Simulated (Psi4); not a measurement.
# doublet CH2BCl+: levels of theory compared

Aim: a comparison of 3 runs (UBLYP/aug-cc-pVDZ, UPBE/aug-cc-pVDZ, USVWN5/aug-cc-pVDZ) of doublet CH2BCl+. 

The results are computed with Psi4 1.11.

**1. Starting point**

CH2BCl+ has 5 atoms, charge +1, and is taken as a doublet. SMILES of the parent species: `B[C]Cl`. The shape is that of a GFN2-xTB optimisation. That shape belongs to the parent species and isn't relaxed for this state.

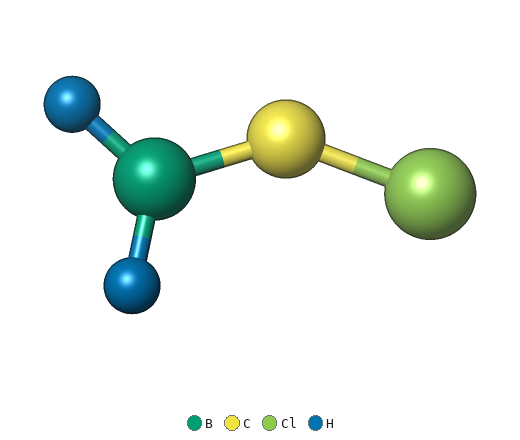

Viewed from a chosen angle; boron teal, carbon yellow, chlorine green, hydrogen blue.

**2. Energy and gradient at UBLYP/aug-cc-pVDZ (run 1)**

input.in

```
memory 1600 mb

molecule molecule1 {
  1 2
  B
  C 1 r2
  Cl 2 r3 1 a3
  H 1 r4 2 a4 3 d4
  H 1 r5 4 a5 2 d5

  r2 = 1.473829
  r3 = 1.628087
  a3 = 141.76241
  r4 = 1.177393
  a4 = 120.10475
  d4 = -0.24521
  r5 = 1.169444
  a5 = 120.11671
  d5 = -179.97351
  symmetry c1
}

set {
  basis                aug-cc-pVDZ
  reference            uks
  puream               true
  e_convergence        1e-09
  d_convergence        1e-08
  scf_type             pk
  dft_radial_points    99
  dft_spherical_points 590
  maxiter              200
}

E, wfn = gradient('blyp', return_wfn=True)
oeprop(wfn, 'LOWDIN_CHARGES', 'QUADRUPOLE', 'MULLIKEN_CHARGES')
```

The run is started by

```
$ psi4 -i input.in -o input.out -n 1
```

input.out:

```text
[...]
  Running in c1 symmetry.
[...]
  Nuclear repulsion =   71.802299382870331
[...]
  Multiplicity = 2
[...]
  Nalpha       = 15
  Nbeta        = 14
[...]
    Number of basis functions: 91
[...]
   @UKS iter   1:  -522.92454088581678    9.02885e-01   1.31004e-02 DIIS/ADIIS
[...]
   @UKS iter  15:  -523.87800429697086   -1.47793e-11   6.54134e-09 DIIS
[...]
   @S^2 Observed:                7.549577837E-01
[...]
  @UKS Final Energy:  -523.87800429697086
   => Energetics <=
    Nuclear Repulsion Energy =             71.8022993828703306
    One-Electron Energy =                -853.8129776072660206
    Two-Electron Energy =                 296.1536746338956618
    DFT Exchange-Correlation Energy =     -38.0210007064709075
    Empirical Dispersion Energy =           0.0000000000000000
    VV10 Nonlocal Energy =                  0.0000000000000000
    Total Energy =                       -523.8780042969708575
[...]
  -Total Gradient:
     Atom            X                  Y                   Z
    ------   -----------------  -----------------  -----------------
       1        0.000248230113    -0.042285452679    -0.007310647263
       2       -0.000291762522     0.065964615491    -0.009400402089
       3        0.000119269922    -0.030315988668     0.001779638423
       4       -0.000171763717     0.020042421348     0.001790822808
       5        0.000095828790    -0.013410444946     0.013149640192
[...]
```

Run time: 28 s. Hardware: 1 thread of Intel Xeon 6975P-C (Granite Rapids), shared host; peak memory 0.81 GiB.

**3. The energy at UPBE/aug-cc-pVDZ (run 2)**

input.json

```json
{
  "schema_name": "qcschema_input",
  "schema_version": 1,
  "molecule": {
    "schema_name": "qcschema_molecule",
    "schema_version": 2,
    "symbols": ["B", "C", "Cl", "H", "H"],
    "geometry": [0.78268677, 0.26337113, -0.89293339, -0.9211281, 0.53078627, 1.29395217, -2.77908793, -1.1019371, 3.12367949, 1.08797202, -1.73017655, -1.8325997, 1.82955724, 2.03795624, -1.69211746],
    "molecular_charge": 1,
    "molecular_multiplicity": 2,
    "fix_symmetry": "c1",
    "fix_com": true,
    "fix_orientation": true
  },
  "driver": "energy",
  "model": {
    "method": "pbe",
    "basis": "aug-cc-pVDZ"
  },
  "keywords": {
    "reference": "uks",
    "puream": true,
    "e_convergence": 1e-09,
    "d_convergence": 1e-08,
    "scf_type": "pk",
    "dft_radial_points": 99,
    "dft_spherical_points": 590,
    "maxiter": 200,
    "scf_properties": ["WIBERG_LOWDIN_INDICES", "DIPOLE", "MAYER_INDICES"]
  }
}
```

The run is started by

```
$ psi4 --qcschema input.json -n 1 --memory 1600MB
```

stdout:

```text
[...]
  Running in c1 symmetry.
[...]
  Nuclear repulsion =   71.802307597696995
[...]
  Multiplicity = 2
[...]
  Nalpha       = 15
  Nbeta        = 14
[...]
    Number of basis functions: 91
[...]
   @UKS iter   1:  -522.72457300734106    8.58056e-01   1.26467e-02 DIIS/ADIIS
[...]
   @UKS iter  15:  -523.62129604750157   -1.63709e-11   9.99147e-09 DIIS
[...]
   @S^2 Observed:                7.557052190E-01
[...]
  @UKS Final Energy:  -523.62129604750157
   => Energetics <=
    Nuclear Repulsion Energy =             71.8023075976969949
    One-Electron Energy =                -853.8388225927271833
    Two-Electron Energy =                 296.1736973308909455
    DFT Exchange-Correlation Energy =     -37.7584783833623518
    Empirical Dispersion Energy =           0.0000000000000000
    VV10 Nonlocal Energy =                  0.0000000000000000
    Total Energy =                       -523.6212960475015734
[...]
 Multipole Moments:
 ------------------------------------------------------------------------------------
     Multipole            Electronic (a.u.)      Nuclear  (a.u.)        Total (a.u.)
 ------------------------------------------------------------------------------------
 L = 1.  Multiply by 2.5417464519 to convert [e a0] to [Debye]
 Dipole X            :         44.8115481          -45.9403003           -1.1287522
 Dipole Y            :         13.5573619          -13.9235777           -0.3662158
 Dipole Z            :        -51.5850194           52.8768802            1.2918608
 Magnitude           :                                                    1.7541664
[...]
```

The result, in JSON:

```text
{
 "driver": "energy",
 "model": {
  "method": "pbe",
  "basis": "aug-cc-pVDZ"
 },
 "success": true,
 "return_result": -523.6212960475016,
 "properties": {
  "calcinfo_nbasis": 91,
  "calcinfo_nmo": 91,
  "calcinfo_nalpha": 15,
  "calcinfo_nbeta": 14,
  "calcinfo_natom": 5,
  "nuclear_repulsion_energy": 71.802307597697,
  "return_energy": -523.6212960475016,
  "scf_one_electron_energy": -853.8388225927272,
  "scf_two_electron_energy": 296.17369733089095,
  "scf_xc_energy": -37.75847838336235,
  "scf_dipole_moment": [-1.1287521602283945, -0.3662158420178834, 1.2918608180431619],
  "scf_total_energy": -523.6212960475016,
  "scf_iterations": 15
 }
}
```

It took 24 s on 1 thread of Intel Xeon 6975P-C (Granite Rapids), shared host; peak memory 0.79 GiB.

**4. The energy at USVWN5/aug-cc-pVDZ (run 3)**

job.py

```python
import psi4

psi4.set_memory(1600000000)
psi4.set_num_threads(1)
psi4.set_output_file('output.dat', False)

m = psi4.geometry("""
1 2
B      0.414180     0.139370    -0.472520
C     -0.487440     0.280880     0.684730
Cl    -1.470630    -0.583120     1.652980
H      0.575730    -0.915570    -0.969770
H      0.968160     1.078440    -0.895430
symmetry c1
no_reorient
no_com
""")

psi4.set_options({
    'basis': 'aug-cc-pVDZ',
    'reference': 'uks',
    'puream': True,
    'e_convergence': 1e-09,
    'd_convergence': 1e-08,
    'scf_type': 'pk',
    'dft_radial_points': 99,
    'dft_spherical_points': 590,
    'maxiter': 200,
})

energy_value, wavefunction = psi4.energy("scf", dft_functional={"name": "SVWN5", "x_functionals": {"LDA_X": {}}, "c_functionals": {"LDA_C_VWN": {}}}, return_wfn=True)
psi4.oeprop(wavefunction, "DIPOLE", "WIBERG_LOWDIN_INDICES", "LOWDIN_CHARGES", title="SCF")
print(f'scf energy: {energy_value:.10f} Eh')
```

The run is started by

```
$ python job.py
```

output.dat:

```text
[...]
  Running in c1 symmetry.
[...]
  Nuclear repulsion =   71.802307569803261
[...]
  Multiplicity = 2
[...]
  Nalpha       = 15
  Nbeta        = 14
[...]
    Number of basis functions: 91
[...]
   @UKS iter   1:  -520.82384306021402    9.22681e-01   1.29666e-02 ADIIS/DIIS
[...]
   @UKS iter  15:  -521.75247982228768   -3.18323e-12   4.49953e-09 DIIS
[...]
   @S^2 Observed:                7.548468275E-01
[...]
  @UKS Final Energy:  -521.75247982228768
   => Energetics <=
    Nuclear Repulsion Energy =             71.8023075698032613
    One-Electron Energy =                -853.7205043492783716
    Two-Electron Energy =                 296.0217773621938022
    DFT Exchange-Correlation Energy =     -35.8560604050063176
    Empirical Dispersion Energy =           0.0000000000000000
    VV10 Nonlocal Energy =                  0.0000000000000000
    Total Energy =                       -521.7524798222876825
[...]
 Multipole Moments:
 ------------------------------------------------------------------------------------
     Multipole            Electronic (a.u.)      Nuclear  (a.u.)        Total (a.u.)
 ------------------------------------------------------------------------------------
 L = 1.  Multiply by 2.5417464519 to convert [e a0] to [Debye]
 Dipole X            :         44.8243671          -45.9403004           -1.1159333
 Dipole Y            :         13.5462927          -13.9235777           -0.3772849
 Dipole Z            :        -51.6040665           52.8768803            1.2728137
 Magnitude           :                                                    1.7342738
[...]
```

On the terminal:

```text
scf energy: -521.7524798223 Eh
```

Run time: 15 s. Hardware: 1 thread of Intel Xeon 6975P-C (Granite Rapids), shared host; peak memory 0.61 GiB.

**5. Overview of the runs**

```tsv
run	level	task	energy (Eh)	HOMO energy (eV)	LUMO energy (eV)	⟨S²⟩	wall time
1	UBLYP/aug-cc-pVDZ	gradient	-523.878004	-13.20	-12.19	0.755	28 s
2	UPBE/aug-cc-pVDZ	energy	-523.621296	-13.38	-12.35	0.756	24 s
3	USVWN5/aug-cc-pVDZ	energy	-521.752480	-13.37	-12.47	0.755	15 s
```

**6. What came out**

```
                                 quantity          value
                      run 3: total energy  -521.75248 Eh
run 3: HOMO energy (highest over α and β)      -13.37 eV
 run 3: LUMO energy (lowest over α and β)      -12.47 eV
                              run 3: ⟨S²⟩          0.755
```

In words: Totals of different functionals can't be ranked against each other. All runs together took 67 s, the longest 28 s.
